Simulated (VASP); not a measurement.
Band structure of YAl (relaxed from the NiAs type structure, space group P6_3/mmc). These are LDA (Ceperley-Alder, Perdew-Zunger), VASP's LDA PAW potentials (set 64) (plane waves; VASP) values and carry that method's errors.

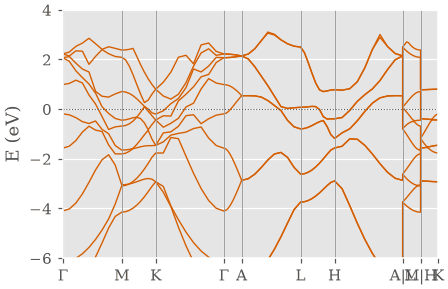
Bands along high-symmetry lines, zero at the valence-band maximum or, without a gap, the Fermi level

### Question
Read the plot: is there a gap, and where are the band edges?

### Answer
It has no gap at this level: it comes out as a metal or semimetal. (Edges off the drawn lines would not show.)

The structure was generated: YAl was put into the NiAs type type (P6_3/mmc), which need not be its known phase. It was relaxed first, which changed the volume by -35 %.
